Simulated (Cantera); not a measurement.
Input: 1 mol SiCl4, 0.35 mol HCl, 55 mol H2, held at 0.00640 bar.

Cantera equilibrium calculation (NASA polynomials, part measured and part estimated; ideal gas, pure solids and liquids). Candidate condensed phases: Si; 19 gas species. The tables' values for SiCl3, SiCl are old estimates; treat these amounts as uncertain. Gases not in the tables: Si2H6 and higher silanes. Kinetics and transport are ignored.

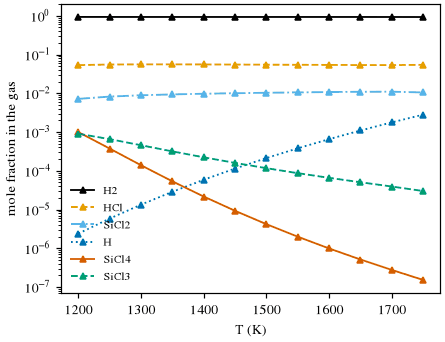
Fig. 1. Equilibrium gas composition (values under 1e-9 drawn at 1e-9)

Problem. Read off the mole fractions at 1200 K.

Solution. H2 about 0.94, HCl about 0.053, SiCl2 about 0.0072, SiCl4 about 0.00100, SiCl3 about 0.00090, H about 2.4e-6.
